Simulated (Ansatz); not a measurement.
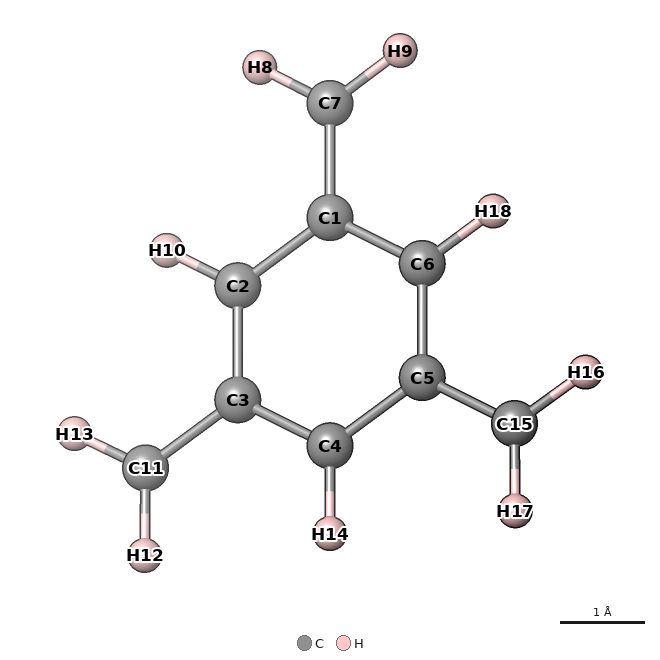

(Drawn from a calculation with Ansatz.)

Orthographic view. Depth is shown by fading: the farther an atom, the more it takes the colour of the background. State: neutral, quartet. Geometry: a fixed input geometry, not necessarily a minimum.

List the bonded neighbours of every atom.

C1: C2, C6, C7
C2: C1, C3, H10
C3: C2, C4, C11
C4: C3, C5, H14
C5: C4, C6, C15
C6: C1, C5, H18
C7: C1, H8, H9
C11: C3, H12, H13
C15: C5, H16, H17
(terminal hydrogens appear only as neighbours)

The spin state was imposed, and no run here compares it with a lower spin, which may lie lower.
